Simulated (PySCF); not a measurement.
# [Ce(NH3)2]3+: other functionals and bases at one geometry

Aim: see how levels, charges and forces of [Ce(NH3)2]3+ depend on the level of theory. The structure is generated, not taken from experiment.

Computed with PySCF 2.14.0. Level: several levels, as the steps say, no spin–orbit coupling.

2 further runs of the same task are left out: 2 for a known fault of the program.

**1. Starting geometry**

9 atoms, charge 3, spin multiplicity 1.

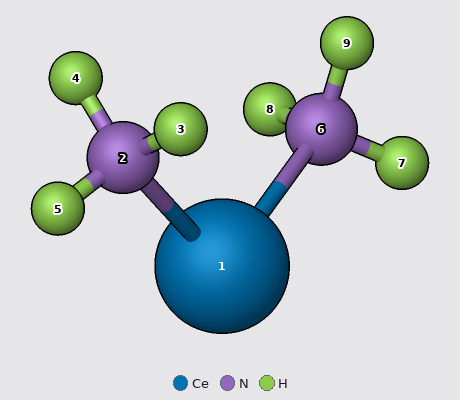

The structure; cerium blue, nitrogen purple, hydrogen green; atoms are numbered from 1 in the order of the file.

Geometry (Å):

```tsv
atom	x (Å)	y (Å)	z (Å)
Ce1	0.42240	-1.08569	-0.00017
N2	-0.06910	0.18615	2.10629
H3	0.66191	0.87712	2.40873
H4	-0.94647	0.76276	2.11185
H5	-0.18264	-0.41331	2.96183
N6	-0.06833	0.18624	-2.10585
H7	0.60598	0.01151	-2.89262
H8	-0.99643	-0.01777	-2.55418
H9	-0.07353	1.23376	-2.03588
```

Formal oxidation states: Ce +3. Each metal's 1 4f electrons lie in its core potential, so multiplicities, spins and levels count the valence alone. An earlier session relaxed this geometry at BP86, Ce lcecp-1-SVP with ECP47, N def2-SVP, H def2-SVP (singlet, point group C1).

At BP86 on the finer grid: E = -144.204273 Eh, HOMO -23.76 eV, LUMO -18.64 eV, Mulliken charge on Ce1 +2.11 e, largest force component 0.012 eV/Å. 

Levels to run: r2SCAN; BLYP; TPSS; wB97X; BP86, TZVP; PBE0, SVP. Hardware: 2 threads of Arm Neoverse V1, shared host.

**2. r2SCAN**

The input, run.py (the lines that set the calculation):

```python
mol = gto.M(atom='''
Ce     0.42240    -1.08569    -0.00017
N     -0.06910     0.18615     2.10629
H      0.66191     0.87712     2.40873
H     -0.94647     0.76276     2.11185
H     -0.18264    -0.41331     2.96183
N     -0.06833     0.18624    -2.10585
H      0.60598     0.01151    -2.89262
H     -0.99643    -0.01777    -2.55418
H     -0.07353     1.23376    -2.03588''',
    basis={'Ce': 'lcecp-1-SVP', 'N': 'def2-SVP', 'H': 'def2-SVP'},
    ecp={'Ce': 'lcecp-1-SVP'},
    charge=3, spin=0)
mf = dft.RKS(mol, xc='R2SCAN')
mf.grids.atom_grid = (75, 302)  # f atoms: unpruned, at least (60, 302)
mf = mf.density_fit()  # fitting sets: Ce AutoAux, N def2-universal-JKFIT, H def2-universal-JKFIT
mf.conv_tol = 1e-08; mf.max_cycle = 55
mf.kernel(dm0)  # dm0: the density of the relaxed state
```

On the command line:

```sh
$ OMP_NUM_THREADS=2 python run.py
```

Output:

```text
init E= -144.094612176915
  HOMO = -0.882622057982831  LUMO = -0.664237310821256  gap/eV = 5.94255
cycle= 1 E= -144.095794595027  delta_E= -0.00118  |g|= 0.0231  |ddm|= 0.161
  HOMO = -0.876617286942164  LUMO = -0.669770723416732  gap/eV = 5.62858
cycle= 2 E= -144.095527551884  delta_E= 0.000267  |g|= 0.0415  |ddm|= 0.0741
  HOMO = -0.880078011641379  LUMO = -0.667858212079582  gap/eV = 5.77479
cycle= 3 E= -144.095975797197  delta_E= -0.000448  |g|= 0.00273  |ddm|= 0.0381
  HOMO = -0.87982136639886  LUMO = -0.667007098718957  gap/eV = 5.79097
cycle= 4 E= -144.095978939643  delta_E= -3.14e-06  |g|= 0.000252  |ddm|= 0.00538
  HOMO = -0.879853780930349  LUMO = -0.667022497280162  gap/eV = 5.79143
cycle= 5 E= -144.09597895357  delta_E= -1.39e-08  |g|= 4.95e-05  |ddm|= 0.000228
  HOMO = -0.879852478192836  LUMO = -0.667031372518063  gap/eV = 5.79116
cycle= 6 E= -144.095978954276  delta_E= -7.06e-10  |g|= 7.92e-06  |ddm|= 7.17e-05
  HOMO = -0.879851604908849  LUMO = -0.667032183713603  gap/eV = 5.79111
Extra cycle  E= -144.095978954255  delta_E= 2.11e-11  |g|= 1.25e-05  |ddm|= 1.75e-05
converged SCF energy = -144.095978954255
```

Run time: 9.1 s. Hardware: 2 threads of Arm Neoverse V1, shared host.

It gives: E = -144.095979 Eh, HOMO -23.94 eV, LUMO -18.15 eV, Mulliken charge on Ce1 +2.19 e, largest force component 0.364 eV/Å. 

**3. BLYP**

run.py (the lines that set the calculation), as its differences from that of step 2:

```diff
@@ -13,3 +13,3 @@
     charge=3, spin=0)
-mf = dft.RKS(mol, xc='R2SCAN')
+mf = dft.RKS(mol, xc='BLYP')
 mf.grids.atom_grid = (75, 302)  # f atoms: unpruned, at least (60, 302)
```

On the command line:

```sh
$ OMP_NUM_THREADS=2 python run.py
```

Output:

```text
init E= -144.068965219304
  HOMO = -0.863528834712444  LUMO = -0.682039230910642  gap/eV = 4.93858
cycle= 1 E= -144.069623639749  delta_E= -0.000658  |g|= 0.0269  |ddm|= 0.133
  HOMO = -0.859793491945523  LUMO = -0.685106118352507  gap/eV = 4.75349
cycle= 2 E= -144.069099916497  delta_E= 0.000524  |g|= 0.0542  |ddm|= 0.0648
  HOMO = -0.863954891645336  LUMO = -0.68399023570984  gap/eV = 4.89709
cycle= 3 E= -144.069781991008  delta_E= -0.000682  |g|= 0.00251  |ddm|= 0.0462
  HOMO = -0.863669396974558  LUMO = -0.683920943785665  gap/eV = 4.89120
cycle= 4 E= -144.069783705861  delta_E= -1.71e-06  |g|= 0.000459  |ddm|= 0.00302
  HOMO = -0.863643294796091  LUMO = -0.683931754869453  gap/eV = 4.89020
cycle= 5 E= -144.069783763551  delta_E= -5.77e-08  |g|= 4.45e-05  |ddm|= 0.000494
  HOMO = -0.863639830077203  LUMO = -0.683930024440479  gap/eV = 4.89015
cycle= 6 E= -144.069783764023  delta_E= -4.72e-10  |g|= 1.19e-05  |ddm|= 4.79e-05
  HOMO = -0.863639710085605  LUMO = -0.683930071984481  gap/eV = 4.89015
Extra cycle  E= -144.069783763926  delta_E= 9.68e-11  |g|= 2.39e-05  |ddm|= 2.85e-05
converged SCF energy = -144.069783763926
```

Wall time 8.4 s (2 threads of Arm Neoverse V1, shared host).

Read off: E = -144.069784 Eh, HOMO -23.50 eV, LUMO -18.61 eV, Mulliken charge on Ce1 +2.09 e, largest force component 0.174 eV/Å. 

**4. TPSS**

run.py (the lines that set the calculation), as its differences from that of step 3:

```diff
@@ -13,3 +13,3 @@
     charge=3, spin=0)
-mf = dft.RKS(mol, xc='BLYP')
+mf = dft.RKS(mol, xc='TPSS')
 mf.grids.atom_grid = (75, 302)  # f atoms: unpruned, at least (60, 302)
```

On the command line:

```sh
$ OMP_NUM_THREADS=2 python run.py
```

Output:

```text
init E= -144.172969043936
  HOMO = -0.873576038264865  LUMO = -0.674940854266913  gap/eV = 5.40514
cycle= 1 E= -144.17349767147  delta_E= -0.000529  |g|= 0.0137  |ddm|= 0.0837
  HOMO = -0.871064268096445  LUMO = -0.679716983207945  gap/eV = 5.20682
cycle= 2 E= -144.173396658783  delta_E= 0.000101  |g|= 0.0255  |ddm|= 0.052
  HOMO = -0.872910107431008  LUMO = -0.678160450527585  gap/eV = 5.29941
cycle= 3 E= -144.17357893005  delta_E= -0.000182  |g|= 0.00274  |ddm|= 0.0258
  HOMO = -0.872569949557937  LUMO = -0.677413678874793  gap/eV = 5.31047
cycle= 4 E= -144.173581837236  delta_E= -2.91e-06  |g|= 0.000306  |ddm|= 0.0047
  HOMO = -0.872614457439318  LUMO = -0.677416547960297  gap/eV = 5.31161
cycle= 5 E= -144.173581857961  delta_E= -2.07e-08  |g|= 3.59e-05  |ddm|= 0.000302
  HOMO = -0.872614206283645  LUMO = -0.677422563164007  gap/eV = 5.31144
cycle= 6 E= -144.173581858328  delta_E= -3.67e-10  |g|= 8.14e-06  |ddm|= 6.38e-05
  HOMO = -0.872614558825439  LUMO = -0.677422669037369  gap/eV = 5.31144
Extra cycle  E= -144.17358185832  delta_E= 7.16e-12  |g|= 1.02e-05  |ddm|= 1.85e-05
converged SCF energy = -144.17358185832
```

Run time: 10 s. Hardware: 2 threads of Arm Neoverse V1, shared host.

Read off: E = -144.173582 Eh, HOMO -23.75 eV, LUMO -18.43 eV, Mulliken charge on Ce1 +2.14 e, largest force component 0.234 eV/Å. 

**5. wB97X**

run.py (the lines that set the calculation), as its differences from that of step 4:

```diff
@@ -13,3 +13,3 @@
     charge=3, spin=0)
-mf = dft.RKS(mol, xc='TPSS')
+mf = dft.RKS(mol, xc='WB97X')
 mf.grids.atom_grid = (75, 302)  # f atoms: unpruned, at least (60, 302)
```

On the command line:

```sh
$ OMP_NUM_THREADS=2 python run.py
```

Output:

```text
init E= -144.118948285196
  HOMO = -1.01273715996736  LUMO = -0.554780623779294  gap/eV = 12.46163
cycle= 1 E= -144.124006644136  delta_E= -0.00506  |g|= 0.0295  |ddm|= 0.206
  HOMO = -1.00837235388922  LUMO = -0.564274909661865  gap/eV = 12.08451
cycle= 2 E= -144.124295210416  delta_E= -0.000289  |g|= 0.0167  |ddm|= 0.0588
  HOMO = -1.01167860203366  LUMO = -0.563775477725311  gap/eV = 12.18806
cycle= 3 E= -144.124366921052  delta_E= -7.17e-05  |g|= 0.00679  |ddm|= 0.0171
  HOMO = -1.01067117241081  LUMO = -0.563885348865341  gap/eV = 12.15766
cycle= 4 E= -144.124381929623  delta_E= -1.5e-05  |g|= 0.00074  |ddm|= 0.01
  HOMO = -1.01073617123791  LUMO = -0.564179101206799  gap/eV = 12.15144
cycle= 5 E= -144.124382443611  delta_E= -5.14e-07  |g|= 0.000194  |ddm|= 0.00249
  HOMO = -1.01074562787204  LUMO = -0.564197766082107  gap/eV = 12.15119
cycle= 6 E= -144.124382495033  delta_E= -5.14e-08  |g|= 3.29e-05  |ddm|= 0.000931
  HOMO = -1.01074609169518  LUMO = -0.564191502678881  gap/eV = 12.15137
cycle= 7 E= -144.124382496384  delta_E= -1.35e-09  |g|= 5.56e-06  |ddm|= 0.000144
  HOMO = -1.01074563833327  LUMO = -0.564192192936685  gap/eV = 12.15134
Extra cycle  E= -144.124382496414  delta_E= -2.99e-11  |g|= 2.51e-06  |ddm|= 1.41e-05
converged SCF energy = -144.124382496414
```

Wall time 7.8 s (2 threads of Arm Neoverse V1, shared host).

Read off: E = -144.124382 Eh, HOMO -27.50 eV, LUMO -15.35 eV, Mulliken charge on Ce1 +2.24 e, largest force component 0.468 eV/Å. 

**6. BP86, TZVP**

Basis: Ce lcecp-1-TZVP with ECP47, N def2-TZVP, H def2-TZVP. 

run.py (the lines that set the calculation), as its differences from that of step 5:

```diff
@@ -10,6 +10,6 @@
 H     -0.07353     1.23376    -2.03588''',
-    basis={'Ce': 'lcecp-1-SVP', 'N': 'def2-SVP', 'H': 'def2-SVP'},
-    ecp={'Ce': 'lcecp-1-SVP'},
+    basis={'Ce': 'lcecp-1-TZVP', 'N': 'def2-TZVP', 'H': 'def2-TZVP'},
+    ecp={'Ce': 'lcecp-1-TZVP'},
     charge=3, spin=0)
-mf = dft.RKS(mol, xc='WB97X')
+mf = dft.RKS(mol, xc='B88,P86')
 mf.grids.atom_grid = (75, 302)  # f atoms: unpruned, at least (60, 302)
@@ -17,2 +17,2 @@
 mf.conv_tol = 1e-08; mf.max_cycle = 55
-mf.kernel(dm0)  # dm0: the density of the relaxed state
+mf.kernel(dm0)  # dm0: free metal ions and neutral atoms
```

On the command line:

```sh
$ OMP_NUM_THREADS=2 python run.py
```

Output:

```text
init E= -137.238810865043
  HOMO = -1.31643970530552  LUMO = -0.716672980569703  gap/eV = 16.32048
cycle= 1 E= -142.207039308285  delta_E= -4.97  |g|= 3.51  |ddm|= 2.15
  HOMO = -0.631726717740828  LUMO = -0.623822111563785  gap/eV = 0.21510
cycle= 2 E= -123.931574729957  delta_E= 18.3  |g|= 6.05  |ddm|= 6.61
  HOMO = -0.844369421240622  LUMO = -0.584034993708943  gap/eV = 7.08406
cycle= 3 E= -143.727805794215  delta_E= -19.8  |g|= 1.37  |ddm|= 6.99
  HOMO = -0.900596423378236  LUMO = -0.722915749191534  gap/eV = 4.83494
cycle= 4 E= -144.304601262979  delta_E= -0.577  |g|= 0.345  |ddm|= 2.62
  HOMO = -0.860712231728156  LUMO = -0.686513798446961  gap/eV = 4.74018
cycle= 5 E= -144.335047193097  delta_E= -0.0304  |g|= 0.117  |ddm|= 0.491
  HOMO = -0.865852363447437  LUMO = -0.679602534318939  gap/eV = 5.06812
cycle= 6 E= -144.338098350888  delta_E= -0.00305  |g|= 0.0364  |ddm|= 0.123
  HOMO = -0.86934594879081  LUMO = -0.681878803516882  gap/eV = 5.10124
cycle= 7 E= -144.338333406882  delta_E= -0.000235  |g|= 0.0194  |ddm|= 0.0345
  HOMO = -0.870429735117778  LUMO = -0.682245891980793  gap/eV = 5.12074
cycle= 8 E= -144.33840546695  delta_E= -7.21e-05  |g|= 0.00597  |ddm|= 0.0138
  HOMO = -0.870229634567536  LUMO = -0.681984893835642  gap/eV = 5.12240
cycle= 9 E= -144.338413534304  delta_E= -8.07e-06  |g|= 0.000518  |ddm|= 0.00423
  HOMO = -0.870207554816732  LUMO = -0.681955067888296  gap/eV = 5.12261
cycle= 10 E= -144.338413605585  delta_E= -7.13e-08  |g|= 0.000107  |ddm|= 0.000632
  HOMO = -0.870211999344098  LUMO = -0.681955505670396  gap/eV = 5.12272
cycle= 11 E= -144.338413608107  delta_E= -2.52e-09  |g|= 1.98e-05  |ddm|= 8.22e-05
  HOMO = -0.870216143016587  LUMO = -0.681956755124011  gap/eV = 5.12280
Extra cycle  E= -144.338413608031  delta_E= 7.69e-11  |g|= 2.81e-05  |ddm|= 3.04e-05
converged SCF energy = -144.338413608031
```

It took 20 s on 2 threads of Arm Neoverse V1, shared host.

Result: E = -144.338414 Eh, HOMO -23.68 eV, LUMO -18.56 eV, Mulliken charge on Ce1 +2.29 e, largest force component 0.335 eV/Å. 

**7. PBE0, SVP**

Basis: Ce def2-SVP with ECP28, N def2-SVP, H def2-SVP. The 4f electrons are now in the valence.

The input, run.py (the lines that set the calculation):

```python
mol = gto.M(atom='''
Ce     0.42240    -1.08569    -0.00017
N     -0.06910     0.18615     2.10629
H      0.66191     0.87712     2.40873
H     -0.94647     0.76276     2.11185
H     -0.18264    -0.41331     2.96183
N     -0.06833     0.18624    -2.10585
H      0.60598     0.01151    -2.89262
H     -0.99643    -0.01777    -2.55418
H     -0.07353     1.23376    -2.03588''',
    basis={'Ce': 'def2-SVP', 'N': 'def2-SVP', 'H': 'def2-SVP'},
    ecp={'Ce': 'def2-SVP'},
    charge=3, spin=1)
mf = dft.UKS(mol, xc='PBE0')
mf.grids.atom_grid = (75, 302)  # f atoms: unpruned, at least (60, 302)
mf = mf.density_fit()  # fitting sets: Ce def2-universal-JKFIT, N def2-universal-JKFIT, H def2-universal-JKFIT
mf.conv_tol = 1e-08; mf.max_cycle = 55
mf.kernel(dm0)  # dm0: free metal ions and neutral atoms
```

On the command line:

```sh
$ OMP_NUM_THREADS=2 python run.py
```

Output:

```text
init E= -586.111375606362
  HOMO = -0.990466327525  LUMO = -0.933742770354  gap/eV = 1.54353
cycle= 1 E= -586.539610067116  delta_E= -0.428  |g|= 0.683  |ddm|= 1.92
  HOMO = -0.558505678603  LUMO = -0.510666755093  gap/eV = 1.30176
cycle= 2 E= -586.621128189549  delta_E= -0.0815  |g|= 0.76  |ddm|=  1.3
  HOMO = -0.865708857814  LUMO = -0.634729670275  gap/eV = 6.28526
cycle= 3 E= -586.775437163606  delta_E= -0.154  |g|= 0.106  |ddm|= 0.643
  HOMO = -0.921255049009  LUMO = -0.692936784987  gap/eV = 6.21286
cycle= 4 E= -586.78100597187  delta_E= -0.00557  |g|= 0.0392  |ddm|= 0.161
  HOMO = -0.92442469279  LUMO = -0.694044923337  gap/eV = 6.26895
cycle= 5 E= -586.781378876978  delta_E= -0.000373  |g|= 0.0132  |ddm|= 0.0253
  HOMO = -0.924014229273  LUMO = -0.695127223188  gap/eV = 6.22833
cycle= 6 E= -586.781472374929  delta_E= -9.35e-05  |g|= 0.00422  |ddm|= 0.0139
  HOMO = -0.924747851863  LUMO = -0.694482640628  gap/eV = 6.26584
cycle= 7 E= -586.781520351522  delta_E= -4.8e-05  |g|= 0.00405  |ddm|= 0.00983
  HOMO = -0.924658369921  LUMO = -0.694755670125  gap/eV = 6.25597
cycle= 8 E= -586.78157513833  delta_E= -5.48e-05  |g|= 0.00311  |ddm|= 0.0114
  HOMO = -0.924749839018  LUMO = -0.694346968247  gap/eV = 6.26958
cycle= 9 E= -586.781659531812  delta_E= -8.44e-05  |g|= 0.00268  |ddm|= 0.0201
  HOMO = -0.924633635903  LUMO = -0.692092015051  gap/eV = 6.32778
cycle= 10 E= -586.781821027221  delta_E= -0.000161  |g|= 0.00173  |ddm|= 0.0534
  HOMO = -0.92443732363  LUMO = -0.691165136449  gap/eV = 6.34766
...
cycle= 20 E= -586.781881570248  delta_E= -6.53e-08  |g|= 7.49e-05  |ddm|= 0.000455
  HOMO = -0.924370706935  LUMO = -0.691067553321  gap/eV = 6.34850
cycle= 21 E= -586.781881641228  delta_E= -7.1e-08  |g|= 7.39e-05  |ddm|= 0.000496
  HOMO = -0.924376380262  LUMO = -0.691063131005  gap/eV = 6.34878
cycle= 22 E= -586.781882345549  delta_E= -7.04e-07  |g|= 6.63e-05  |ddm|= 0.00524
  HOMO = -0.924391288285  LUMO = -0.691057242332  gap/eV = 6.34934
cycle= 23 E= -586.781883867323  delta_E= -1.52e-06  |g|= 7.36e-05  |ddm|= 0.0147
  HOMO = -0.924391727324  LUMO = -0.691055166656  gap/eV = 6.34941
cycle= 24 E= -586.781883943152  delta_E= -7.58e-08  |g|= 6.31e-05  |ddm|= 0.000995
  HOMO = -0.924395790286  LUMO = -0.69104233706  gap/eV = 6.34987
cycle= 25 E= -586.781884663805  delta_E= -7.21e-07  |g|= 5.79e-05  |ddm|= 0.0126
  HOMO = -0.924399309647  LUMO = -0.691043526467  gap/eV = 6.34993
cycle= 26 E= -586.781884804343  delta_E= -1.41e-07  |g|= 3.15e-05  |ddm|= 0.00412
  HOMO = -0.924402618152  LUMO = -0.691041973116  gap/eV = 6.35007
cycle= 27 E= -586.78188486834  delta_E= -6.4e-08  |g|= 3.23e-05  |ddm|= 0.00288
  HOMO = -0.924403687287  LUMO = -0.691043371174  gap/eV = 6.35006
cycle= 28 E= -586.781884908254  delta_E= -3.99e-08  |g|= 2.71e-05  |ddm|= 0.00217
  HOMO = -0.924405662484  LUMO = -0.691045462382  gap/eV = 6.35005
cycle= 29 E= -586.781884917711  delta_E= -9.46e-09  |g|= 1.79e-05  |ddm|= 0.000916
  HOMO = -0.924404249009  LUMO = -0.691042910702  gap/eV = 6.35009
Extra cycle  E= -586.78188491901  delta_E= -1.3e-09  |g|= 1.77e-05  |ddm|= 5.27e-05
converged SCF energy = -586.78188491901  <S^2> = 0.75166532  2S+1 = 2.0016646
```

Wall time 40 s (2 threads of Arm Neoverse V1, shared host).

Read off: E = -586.781885 Eh, HOMO -25.15 eV, LUMO -19.53 eV (over both spins), ⟨S²⟩ = 0.752, Mulliken charge on Ce1 +2.18 e, largest force component 0.602 eV/Å. 

**8. All levels side by side**

| level | state | HOMO (eV) | gap (eV) | charge on Ce1 (e) | dipole (D) | largest force (eV/Å) | basis functions | time |
| --- | --- | --- | --- | --- | --- | --- | --- | --- |
| BP86 (relaxed here) | singlet | -23.76 | 5.13 | 2.11 | 3.19 | 0.01 | 91 | 31 s |
| r2SCAN | singlet | -23.94 | 5.79 | 2.19 | 2.98 | 0.36 | 91 | 9.1 s |
| BLYP | singlet | -23.50 | 4.89 | 2.09 | 3.17 | 0.17 | 91 | 8.4 s |
| TPSS | singlet | -23.75 | 5.31 | 2.14 | 3.05 | 0.23 | 91 | 10 s |
| wB97X | singlet | -27.50 | 12.15 | 2.24 | 2.59 | 0.47 | 91 | 7.8 s |
| BP86, TZVP | singlet | -23.68 | 5.12 | 2.29 | 3.20 | 0.33 | 145 | 20 s |
| PBE0, SVP | doublet | -25.15 | 5.63 | 2.18 | 3.13 | 0.60 | 136 | 40 s |

Times are on 2 threads of Arm Neoverse V1, shared host; the first row also made further properties. The dipole of a charged species depends on the origin, so these sizes hold for this origin alone.

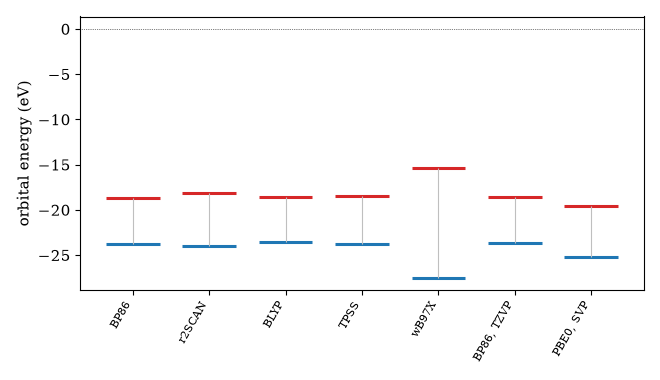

Highest filled and lowest empty level, method by method.

In one basis the HOMO–LUMO gap runs from 4.89 eV (BLYP) to 12.15 eV (wB97X). The largest leftover force, 0.60 eV/Å with PBE0, SVP, stands at a geometry relaxed at another level. The Mulliken charge on Ce spans +2.09 to +2.29 e over the levels. With 4f in the core, its levels are missing from HOMO and gap. Total energies of different levels can't be compared. Spin–orbit coupling is left out throughout.
